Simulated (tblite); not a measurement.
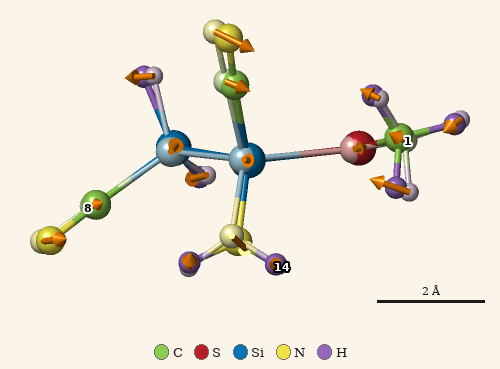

This is a relaxation of C₃H₇N₃SSi₂. The starting structure is drawn faded, the final one solid; orange arrows show the displacements, 3 times their true length. The two geometries are superimposed by the best rigid fit.

A ball-and-stick model, seen at a tilt.

Method: GFN2-xTB geometry optimisation, gas phase in tblite 0.8.0. 

What happened in the run?

Answer. The largest move after the best rigid fit is that of an N atom, 0.34 Å. Largest moves by element: N 0.34 Å, H 0.28 Å, Si 0.21 Å, C 0.18 Å, S 0.10 Å. Near-neighbour distances that change, for instance: Si–Si 2.215 → 2.310 Å, C–Si 1.810 → 1.867 Å, C–H 1.138 → 1.085 Å, C–Si 1.834 → 1.884 Å. Among the angles between lasting bonds that change: Si–N–H 114.2° → 123.4°, Si–Si–C 111.2° → 102.0°, C–Si–H 112.7° → 104.9°. The energy falls by 47.7 kJ/mol in 84 geometry steps.
